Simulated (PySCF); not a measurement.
C5H7BCl2Si (SMILES C=C(C#C[SiH2]C)B(Cl)Cl)

```
atom    x (Å)    y (Å)    z (Å)
   C  -2.7444  -1.6348   0.7751
   C  -2.0761  -0.4934   0.5334
   C  -0.6784  -0.5368   0.2853
   C   0.5105  -0.5366   0.0661
  Si   2.3289  -0.5075  -0.2725
   C   2.9737   1.2167   0.1874
   B  -2.7677   0.9124   0.5103
  Cl  -4.4596   1.0649   0.7794
  Cl  -1.8484   2.3356   0.2172
   H  -3.8045  -1.6267   0.9629
   H  -2.2459  -2.5901   0.7893
   H   2.5225  -0.7738  -1.7035
   H   2.9652  -1.5480   0.5460
   H   2.8407   1.4198   1.2466
   H   2.4438   1.9903  -0.3618
   H   4.0321   1.3168  -0.0376
```

Geometry: GFN2-xTB.

Computed with PySCF 2.14.0, PBE0/pcSseg-1, SCF density, gas phase, non-relativistic.

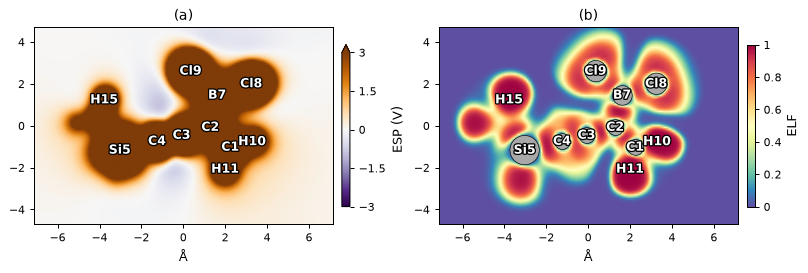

Figure 1. (a) electrostatic potential; (b) ELF on the plane of atoms Cl8, B7 and Cl9. Grey discs cover the atomic cores in the ELF map.

**Describe what can be read from this map.**

The section cuts through C, Si, B, Cl and H sites. C–C (1.21 Å): the ELF peaks at about 0.85 between the atoms; a multiple bond. C–B (1.57 Å): the ELF peaks at about 1 between the atoms, as expected for localised, covalent bonding. B–Cl (1.72 Å): the ELF peaks at about 0.90 between the atoms: a shared but strongly polarised pair. C–Si (1.85 Å): the ELF peaks at about 0.95 between the atoms (localised, covalent bonding). C–H (1.08 Å): the ELF climbs to about 1 towards the hydrogen, as it does in any bond to H (a covalent bond by its length). The ELF also peaks beside Cl8 and Cl9, away from the bonds: lone-pair regions. Outside the dense part of the molecule the potential is most negative (−0.9 V) near C4.

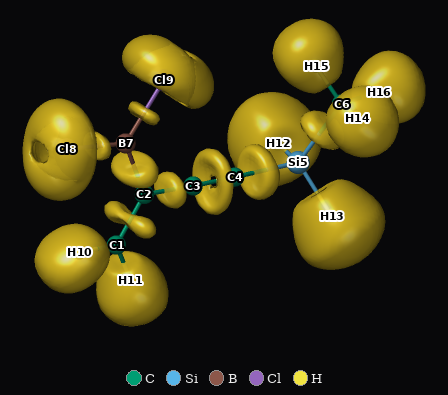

Figure 2. Isosurface of the ELF at 0.85 (yellow), seen at a tilt. Only the valence region is drawn (cores and ρ < 0.01 e/Å³ removed).

**Describe the localisation domains.**

The surface consists of one region between bonded B–C atoms (shared pairs), two regions between bonded B–Cl atoms (shared pairs), three regions between bonded C–C atoms (shared pairs), two regions between bonded C–Si atoms (shared pairs), seven regions around hydrogen nuclei and two rings or bowls of non-bonding electrons around Cl.

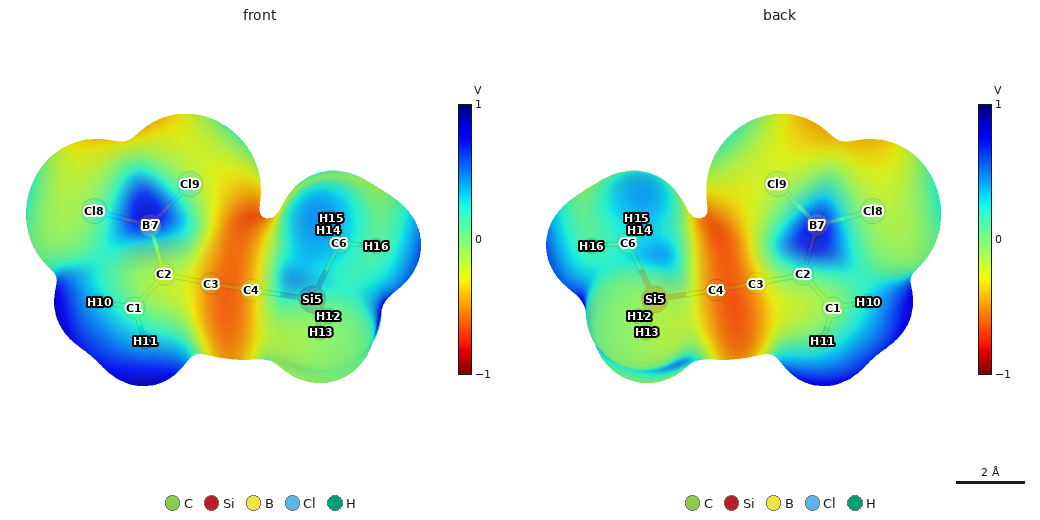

Figure 3. The electrostatic potential painted on the density surface at 0.001 e/bohr³, seen from the front and from behind; red is negative and blue positive.

**Where is the surface potential most negative and most positive?**

The most negative region (about −0.7 V) lies over C3, C4 and Cl9, the most positive (about +0.9 V) over Si5, B7, H10 and H11.

**What dipole moment does the calculation give?**

Its dipole moment is 1.10 D.
